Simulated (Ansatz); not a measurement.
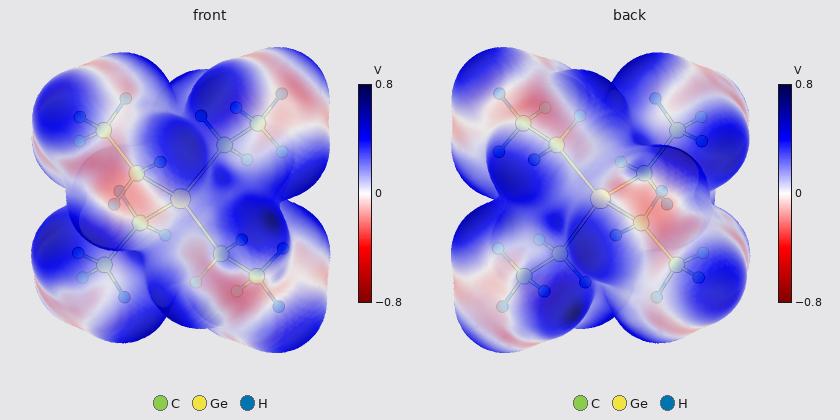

Figure. C8H20Ge (SMILES C[CH2][Ge]([CH2]C)([CH2]C)[CH2]C). The electrostatic potential painted on the density surface at 0.002 e/bohr³, seen from the front and from behind; the colour scale runs from red (negative) to blue (positive).

Geometry: PBE0-D4/def2-TZVP.

All numbers below come from Ansatz, RKS PBE0-D4/def2-TZVPP.

Input

```
crystal:
  periodic: [false, false, false]
  atoms:
    - {symbol: C, position_ang: [0.175442, 0.924971, -2.775400]}
    - {symbol: C, position_ang: [0.446235, 1.365758, -1.343230]}
    - {symbol: Ge, position_ang: [-0.004194, -0.000347, 0.000850]}
    - {symbol: C, position_ang: [-1.919088, -0.441267, -0.119464]}
    - {symbol: C, position_ang: [-2.835946, 0.751142, 0.117670]}
    - {symbol: C, position_ang: [0.402446, 0.700931, 1.794856]}
    - {symbol: C, position_ang: [0.095173, -0.280733, 2.917633]}
    - {symbol: C, position_ang: [1.054285, -1.627124, -0.328990]}
    - {symbol: C, position_ang: [2.558414, -1.400909, -0.257320]}
    - {symbol: H, position_ang: [0.753934, 0.034808, -3.038052]}
    - {symbol: H, position_ang: [0.434369, 1.704166, -3.498285]}
    - {symbol: H, position_ang: [-0.879393, 0.679763, -2.927882]}
    - {symbol: H, position_ang: [-0.121183, 2.271339, -1.106575]}
    - {symbol: H, position_ang: [1.500935, 1.629169, -1.215697]}
    - {symbol: H, position_ang: [-2.103262, -0.876601, -1.106685]}
    - {symbol: H, position_ang: [-2.127954, -1.235787, 0.603835]}
    - {symbol: H, position_ang: [-2.682640, 1.185029, 1.109774]}
    - {symbol: H, position_ang: [-2.658353, 1.546057, -0.612119]}
    - {symbol: H, position_ang: [-3.891971, 0.474980, 0.044873]}
    - {symbol: H, position_ang: [-0.162870, 1.628330, 1.930438]}
    - {symbol: H, position_ang: [1.458880, 0.986668, 1.813335]}
    - {symbol: H, position_ang: [0.670297, -1.204912, 2.812010]}
    - {symbol: H, position_ang: [0.331100, 0.136708, 3.900909]}
    - {symbol: H, position_ang: [-0.962285, -0.559425, 2.929693]}
    - {symbol: H, position_ang: [0.771573, -2.019792, -1.310784]}
    - {symbol: H, position_ang: [0.744883, -2.383974, 0.398658]}
    - {symbol: H, position_ang: [2.862828, -1.031537, 0.726005]}
    - {symbol: H, position_ang: [3.119148, -2.321255, -0.445180]}
    - {symbol: H, position_ang: [2.889602, -0.664052, -0.994477]}
basis:
  gaussian: {orbitals: def2-TZVPP}
hamiltonian: {xc: pbe0, dispersion: d4}
output: {orbitals: {seedname: orbitals}}
```

Run with:

```sh
ansatz run in.yaml --threads 4 --pin off --events-out ev --progress --plain --max-ram 46080MiB --backend cuda --devices 0, --max-vram 37GiB
```

### Which sites attract a positive test charge, and which a negative one?

A positive charge is drawn to the negative regions and a negative charge to the positive ones. The most negative region (about −0.2 V) lies over the C and H atoms, the most positive (about +0.6 V) over H15, H21 and H24.
